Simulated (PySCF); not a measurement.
# CH₄BF₂Ga, SMILES `FB(F)[CH2][GaH2]`: electronic structure

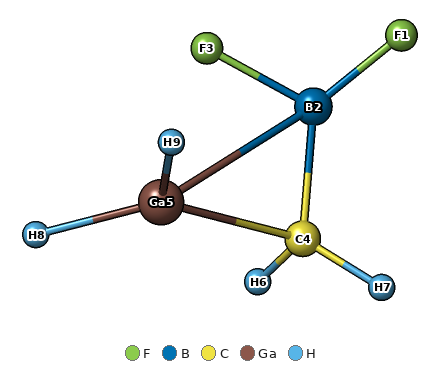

The molecule, with its atoms numbered as below. No frequency check shows the geometry to be a minimum.

Coordinates in Å:

```
F1       2.3966    0.0108    0.5557
B2       1.3276   -0.1202   -0.1894
F3       0.8167    1.1036   -0.6030
C4       0.3842   -1.2954   -0.4058
Ga5     -1.1345    0.0305    0.1475
H6       0.1239   -1.4714   -1.4549
H7       0.6438   -2.2408    0.0626
H8      -2.1435    0.4845   -0.9584
H9      -1.3157    0.6254    1.5857
```

## 1. Bonding charge

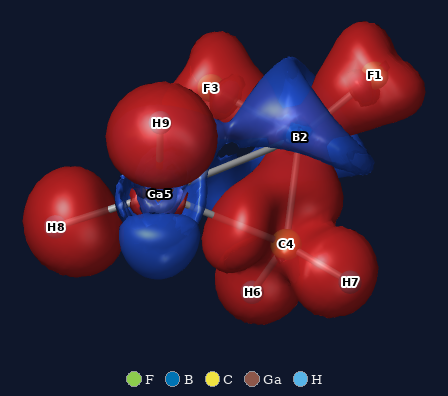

Deformation density (molecule less spherical, spin-averaged free atoms at the same positions), surfaces at ±0.06 e/Å³; red: gain, blue: loss.

PySCF calculation, ωB97X/def2-SVPD, gas phase; geometry: GFN2-xTB.

Question: Describe the bonding that the map shows.

Answer: C4–H7: +0.66 e/Å³ at the bond critical point (bond length 1.09 Å). C4–H6: +0.62 e/Å³ at the bond critical point (bond length 1.09 Å). B2–C4: +0.54 e/Å³ at the bond critical point (bond length 1.52 Å). F1–B2: +0.29 e/Å³ at the bond critical point (bond length 1.31 Å). Ga5–H8: +0.23 e/Å³ at the bond critical point (bond length 1.56 Å). Ga5–H9: +0.23 e/Å³ at the bond critical point (bond length 1.57 Å). B2–F3: +0.15 e/Å³ at the bond critical point (bond length 1.39 Å). C4–Ga5: +0.11 e/Å³ at the bond critical point (bond length 2.09 Å). In all, 2.1 electrons gather in the regions of gain relative to the promolecule. A small or negative value marks a very polar bond, one between electron-rich atoms, whose free-atom densities already overlap strongly, a long bond to a heavier atom, or a closed-shell contact such as a hydrogen bond.

Question: Where do the Hirshfeld charges lie?

Answer: The highest Hirshfeld charge is on Ga5 (+0.41 e), the lowest on C4 (−0.27 e).

## 2. Bond critical points

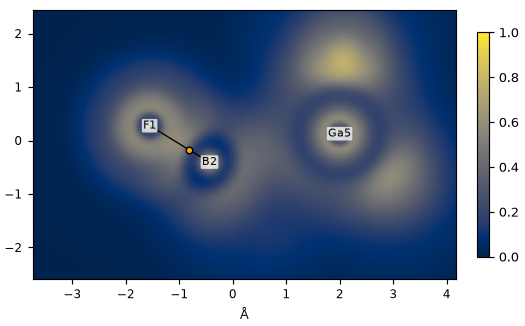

Localised orbital locator (LOL) in the plane of F1, B2 and Ga5, with bond paths and bond critical points (dots).

Question: Rank the bonds in the plane by LOL at their critical points.

Answer: F1–B2: about 0.31. Values above 0.5 mark slow, localised electrons, as in shared pairs; low values at a critical point mark a polar or closed-shell contact whose critical point lies between the shells.

Question: Where along F1–B2 does the critical point lie?

Answer: 0.87 Å from F1 and 0.44 Å from B2.

## 3. Local ionisation energy

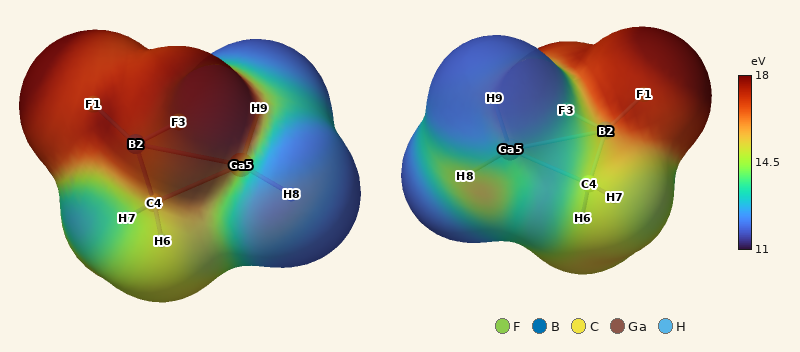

Average local ionisation energy on the surface of electron density 0.001 a.u. (back view left, front view right).

Question: Locate the minima of the map.

Answer: The lowest value is 11.7 eV, 1.5 Å from H8. Further minima include 12.8 eV, near H6 (2.01 Å), C4 (2.08 Å) and H7 (2.14 Å); 12.8 eV, off the C4–H7 bond (2.1 to 2.2 Å from its atoms); 16.9 eV, 1.7 Å from F1. For comparison, the highest occupied orbital lies at −10.6 eV.

## 4. Stretching a bond

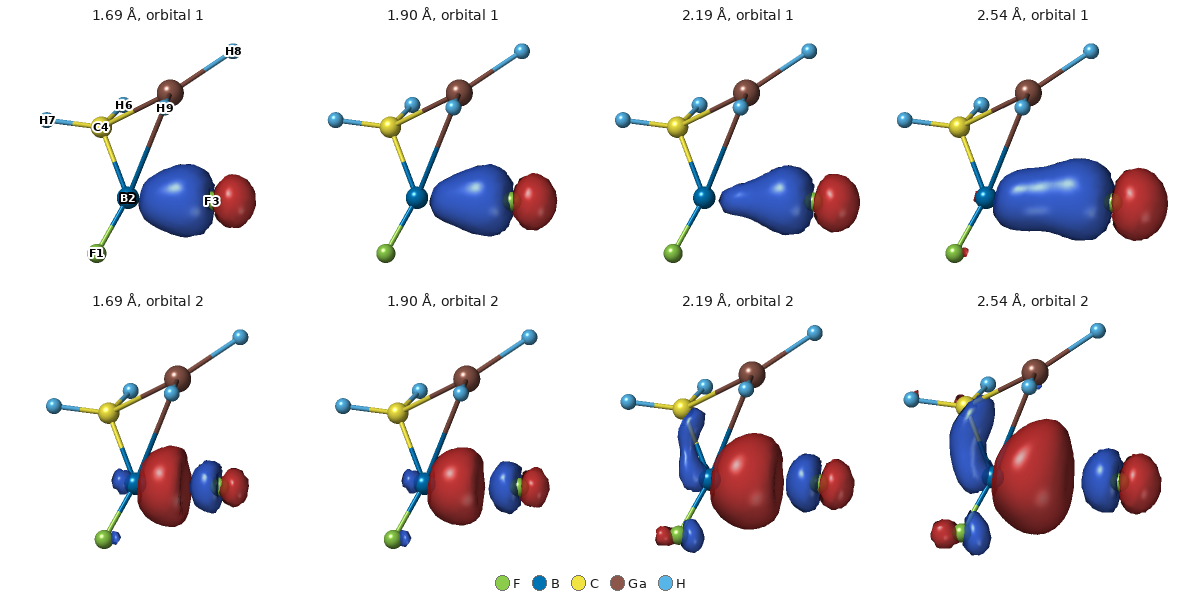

Rigid stretch of the B2–F3 bond. The two CASSCF(2,2) natural orbitals nearest half filling (orbital 1 the more occupied).

Computed with PySCF, def2-SVP basis, geometry: GFN2-xTB.

Question: How do the occupations change along the stretch?

Answer: 1.69 Å: 1.97 and 0.03; 1.90 Å: 1.96 and 0.04; 2.19 Å: 1.94 and 0.06; 2.54 Å: 1.86 and 0.14. At the longest distance computed (3.95 Å) they are 1.12 and 0.88, and the effective number of unpaired electrons is 1.9.

Question: Where does the UHF solution part from RHF?

Answer: Between 2.19 Å (⟨S²⟩ = 0, the two coincide) and 2.54 Å (⟨S²⟩ = 0.65); at 3.95 Å ⟨S²⟩ is 1.00 and UHF lies 3.5 eV below RHF.

Question: How much energy does the stretch cost?

Answer: By CASSCF, 6.2 eV from the lowest point of the scan (1.41 Å) to 3.95 Å; RHF gives 9.1 eV from its own lowest point. The fragments aren't relaxed and dynamic correlation is missing, so this isn't a bond dissociation energy.
